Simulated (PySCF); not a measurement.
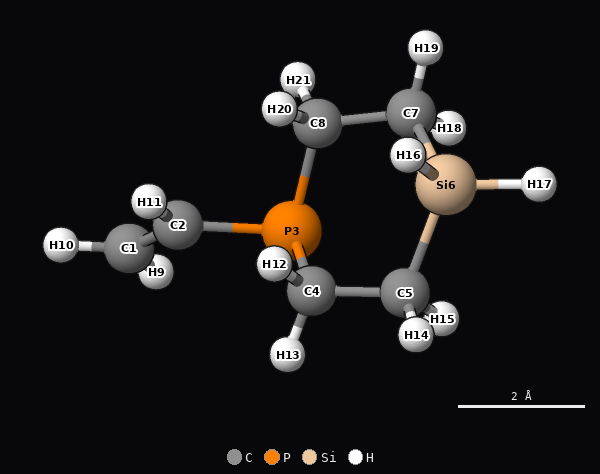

**Figure 1.** The input geometry of run A (ball-and-stick view, seen at a tilt; atoms are numbered from 1 in the order of the input).

# C6H13PSi: a changed input and its effect

System: C6H13PSi.
Method of run A: GIAO HF/pcSseg-1 NMR shielding, non-relativistic, gas phase (PySCF 2.14.0).

The geometry comes from this level: PBE0-D3(BJ)/def2-SVP. Text and figures count atoms from 1; the logs count them from 0 in places.

The input, run A:
```
{"job": {"kind": "nmr", "xc": "HF", "basis": "pcSseg-1", "pop": false}, "charge": 0, "multiplicity": 1}
C      3.537119    -0.200722    -0.946761
C      2.425113    -0.337219    -0.219970
P      0.778756     0.112721    -0.869274
C      0.209986     1.228217     0.517683
C     -1.276529     1.585109     0.398060
Si    -2.371889     0.055419     0.577090
C     -1.672167    -1.269795    -0.575025
C     -0.157695    -1.435141    -0.402761
H      3.502516     0.185570    -1.971064
H      4.521470    -0.468161    -0.548964
H      2.493504    -0.729101     0.806014
H      0.421917     0.747361     1.490416
H      0.839606     2.132398     0.469366
H     -1.557137     2.337293     1.154607
H     -1.476074     2.045558    -0.585651
H     -2.299026    -0.435325     1.992798
H     -3.801825     0.359161     0.256840
H     -1.904628    -0.983584    -1.616046
H     -2.188990    -2.227959    -0.396325
H      0.091138    -1.718676     0.636424
H      0.227305    -2.240573    -1.050688
```

The first line tells a small driver script what to run in PySCF; the rest is the geometry in Å.

Command:
```bash
OMP_NUM_THREADS=1 python <driver script> task.json out
```

Hardware: 1 CPU thread, shared host.

Output (run A):
```
final grid: 160936 points
cycle   1  E = -864.2532350088  dE =  1.353e+00  |g| = 4.583e-01  |ddm| = 4.012e+00
cycle   2  E = -864.3383303138  dE = -8.510e-02  |g| = 1.469e-01  |ddm| = 6.395e-01
cycle   3  E = -864.3459179054  dE = -7.588e-03  |g| = 6.195e-02  |ddm| = 2.691e-01
cycle   4  E = -864.3471923436  dE = -1.274e-03  |g| = 1.046e-02  |ddm| = 8.455e-02
cycle   5  E = -864.3472348805  dE = -4.254e-05  |g| = 3.032e-03  |ddm| = 2.067e-02
cycle   6  E = -864.3472404707  dE = -5.590e-06  |g| = 9.999e-04  |ddm| = 8.861e-03
cycle   7  E = -864.3472410104  dE = -5.396e-07  |g| = 2.519e-04  |ddm| = 2.669e-03
cycle   8  E = -864.3472410578  dE = -4.743e-08  |g| = 9.576e-05  |ddm| = 8.710e-04
cycle   9  E = -864.3472410616  dE = -3.806e-09  |g| = 2.446e-05  |ddm| = 2.041e-04
cycle  10  E = -864.3472410620  dE = -4.318e-10  |g| = 8.318e-06  |ddm| = 7.856e-05
converged SCF energy = -864.3472410620

GIAO shielding tensors (ppm)
atom      isotropic    diamagn.    paramagn.     s11        s22        s33       span
  0 C       48.542     253.981    -205.440    -92.315     75.353    162.588    254.904
  1 C       43.124     263.179    -220.055    -93.464     62.443    160.393    253.857
  2 P      402.544     965.284    -562.740    360.182    399.171    448.279     88.097
  3 C      167.042     251.764     -84.722    159.292    165.249    176.586     17.294
  4 C      186.388     250.260     -63.872    174.600    189.354    195.211     20.611
  5 Si     426.030     874.527    -448.497    407.757    415.407    454.927     47.170
  6 C      186.437     250.206     -63.769    174.825    189.373    195.112     20.287
  7 C      167.204     251.819     -84.614    159.507    165.535    176.571     17.064
  8 H       25.438      30.938      -5.500     21.175     24.105     31.033      9.858
  9 H       25.610      27.950      -2.340     21.789     24.072     30.969      9.181
 10 H       25.555      33.181      -7.626     22.543     23.946     30.175      7.632
 11 H       30.575      33.658      -3.083     26.809     29.594     35.323      8.514
 12 H       30.205      32.539      -2.334     24.426     28.833     37.358     12.932
 13 H       30.885      29.313       1.571     25.267     27.704     39.683     14.416
 14 H       31.108      30.588       0.520     26.852     28.912     37.560     10.709
 15 H       27.969      28.612      -0.644     25.034     25.416     33.456      8.423
 16 H       27.974      27.893       0.081     24.556     25.071     34.295      9.739
 17 H       31.108      30.490       0.618     26.850     28.871     37.602     10.752
 18 H       30.883      29.115       1.767     25.260     27.726     39.662     14.402
 19 H       30.564      33.578      -3.014     26.747     29.558     35.386      8.639
 20 H       30.176      32.350      -2.173     24.406     28.773     37.350     12.945
```

The input of run B differs as follows (lines with − go, lines with + come):
```diff
-"xc": "HF"
+"xc": "PBE0"
-"pop": false
```

Predict how the results change.

The total energies belong to different methods, so their difference says nothing on which is more stable or more accurate. The HOMO goes from −9.19 to −6.61 eV. The LUMO goes from 3.60 to −0.34 eV. Of all shieldings, the largest change is that of P3, by −41.6 ppm. The method changes from HF to PBE0. The SCF takes 14 iterations against 10.

Output (run B):
```
coarse grid: 17824 points
cycle   1  E = -866.5913163927  dE =  6.186e-01  |g| = 4.481e-01  |ddm| = 4.154e+00
cycle   2  E = -866.5752931862  dE =  1.602e-02  |g| = 5.139e-01  |ddm| = 8.746e-01
cycle   3  E = -866.6440734152  dE = -6.878e-02  |g| = 6.279e-02  |ddm| = 5.151e-01
cycle   4  E = -866.6449153486  dE = -8.419e-04  |g| = 2.910e-02  |ddm| = 1.046e-01
cycle   5  E = -866.6451385062  dE = -2.232e-04  |g| = 6.833e-03  |ddm| = 3.402e-02
cycle   6  E = -866.6451480868  dE = -9.581e-06  |g| = 3.407e-03  |ddm| = 8.706e-03
cycle   7  E = -866.6451510751  dE = -2.988e-06  |g| = 5.305e-04  |ddm| = 3.338e-03
final grid: 160936 points
cycle   8  E = -866.6950288917  dE = -3.620e-05  |g| = 9.090e-03  |ddm| = 3.851e-02
cycle   9  E = -866.6950173100  dE =  1.158e-05  |g| = 1.134e-02  |ddm| = 1.838e-02
cycle  10  E = -866.6950503216  dE = -3.301e-05  |g| = 1.073e-03  |ddm| = 1.090e-02
cycle  11  E = -866.6950506181  dE = -2.965e-07  |g| = 2.903e-04  |ddm| = 1.438e-03
cycle  12  E = -866.6950506377  dE = -1.959e-08  |g| = 1.058e-04  |ddm| = 3.002e-04
cycle  13  E = -866.6950506402  dE = -2.532e-09  |g| = 3.839e-05  |ddm| = 1.271e-04
cycle  14  E = -866.6950506406  dE = -3.813e-10  |g| = 5.329e-06  |ddm| = 4.612e-05
converged SCF energy = -866.6950506406

GIAO shielding tensors (ppm)
atom      isotropic    diamagn.    paramagn.     s11        s22        s33       span
  0 C       43.275     253.270    -209.995    -80.472     55.758    154.539    235.011
  1 C       33.103     262.778    -229.676    -85.988     40.047    145.249    231.237
  2 P      360.969     968.005    -607.036    320.511    349.925    412.471     91.960
  3 C      154.997     252.901     -97.904    145.492    153.002    166.496     21.004
  4 C      177.395     250.732     -73.337    165.047    179.959    187.178     22.130
  5 Si     390.974     878.972    -487.998    366.508    384.436    421.977     55.469
  6 C      177.469     250.733     -73.265    165.291    179.987    187.128     21.836
  7 C      155.116     252.938     -97.822    145.450    153.313    166.585     21.135
  8 H       24.985      30.909      -5.924     20.888     24.164     29.904      9.017
  9 H       25.163      27.611      -2.448     21.683     24.069     29.738      8.054
 10 H       24.930      32.710      -7.780     21.347     23.979     29.463      8.116
 11 H       29.862      33.245      -3.384     26.304     29.157     34.124      7.820
 12 H       29.487      31.905      -2.418     24.052     28.397     36.011     11.960
 13 H       30.234      28.759       1.475     24.897     27.371     38.433     13.536
 14 H       30.389      30.205       0.184     26.468     28.388     36.310      9.843
 15 H       27.279      28.525      -1.246     24.369     24.943     32.524      8.155
 16 H       27.274      27.718      -0.444     24.127     24.477     33.218      9.091
 17 H       30.390      30.105       0.285     26.459     28.359     36.352      9.893
 18 H       30.234      28.544       1.690     24.893     27.395     38.413     13.520
 19 H       29.855      33.152      -3.298     26.256     29.116     34.191      7.935
 20 H       29.455      31.675      -2.219     24.030     28.340     35.996     11.966
```

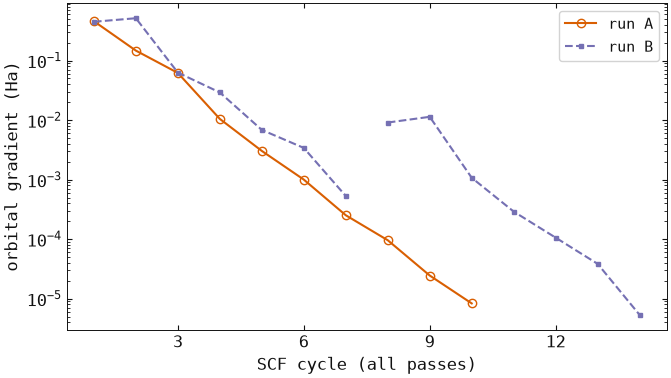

**Figure 2.** Convergence of the two runs: orbital gradient against the SCF cycle. A break in a curve parts two SCF passes (coarse and final grid). Run A takes 10 cycles in all, and run B takes 14.

The two runs side by side:

| quantity | run A | run B |
| --- | --- | --- |
| outcome | converged | converged |
| total energy (hartree) | −864.347241 | −866.695051 |
| HOMO (eV) | −9.19 | −6.61 |
| LUMO (eV) | 3.60 | −0.34 |
| dipole moment (D) | 0.90 | 0.89 |
| shielding of C2 (ppm) | 43.1 | 33.1 |
| shielding of P3 (ppm) | 402.5 | 361.0 |
| shielding of C4 (ppm) | 167.0 | 155.0 |
| shielding of C5 (ppm) | 186.4 | 177.4 |
| shielding of Si6 (ppm) | 426.0 | 391.0 |
| shielding of C7 (ppm) | 186.4 | 177.5 |
| shielding of C8 (ppm) | 167.2 | 155.1 |
| SCF iterations | 10 | 14 |
| basis functions | 215 | 215 |
| wall time (shared host) | 18 s | 35 s |
